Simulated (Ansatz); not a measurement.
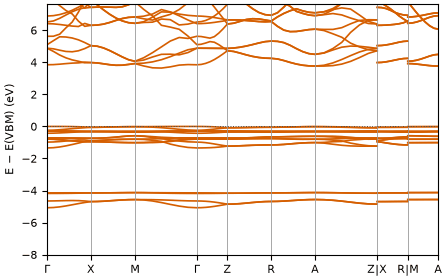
Fig. 1. Band structure from r²SCAN in the plane-wave PAW code Ansatz

### Question
Read off the gap and where the band edges lie.

### Answer
About 3.6 eV (3.64 eV by a search for the band edges); maximum on the M–Γ line, 75 % of the way from M, minimum on the M–Γ line, 38 % of the way from M.

### Question
Which compound is it?
A) Rb2H4Pt, P4_2/mnm (Rb on 4d, H on 4e, H on 4f, Pt on 2a)
B) BaTiO3, P4mm (Ti on 1b, Ba on 1a, O on 1b, O on 2c)
C) ZrO2, P4_2/nmc (Zr on 2a, O on 4d)
D) YSF, P4/nmm (Y on 2c, S on 2c, F on 2a)

### Answer
A, Rb2H4Pt, P4_2/mnm (Rb on 4d, H on 4e, H on 4f, Pt on 2a)

The workflow started from a Materials Project entry (that database holds measured and hypothetical structures alike); the Crystallography Open Database copy checked does not list it. Its standing as an ambient phase is unchecked. Symmetry was held in the r²SCAN relaxation; whether a distortion lowers the energy is not shown. No spin polarisation was allowed. Scalar-relativistic: spin–orbit coupling is off unless named, which matters more the heavier the elements.

Potentials: the later of the program's two PAW sets.
